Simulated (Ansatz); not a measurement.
```tsv
atom	x (Å)	y (Å)	z (Å)
Zr	1.3928	0.2038	-0.8754
Te	-1.4143	0.1780	-0.6394
Te	0.0215	-0.3818	1.5148
```

Geometry: r2SCAN-D4/def2-TZVP; core potentials replace the inner electrons of Zr and Te.

Level of theory: Ansatz, UKS PBE0-D4/def2-TZVP.

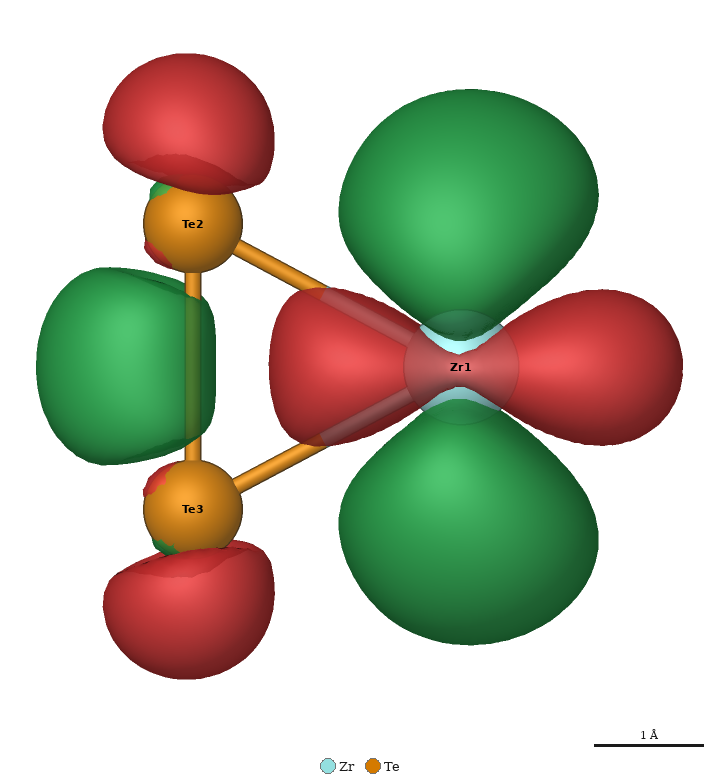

Te2Zr (charge +1, quartet). The HOMO (α) at ±0.06 Å⁻³ᐟ² (green and red are the two phases), seen across its widest extent.

Describe this orbital and give its energy.

By Hirshfeld shares it lies mainly on Zr1 (about 85 %), Te2 (about 10 %) and Te3 (about 10 %). Its energy is −9.79 eV.
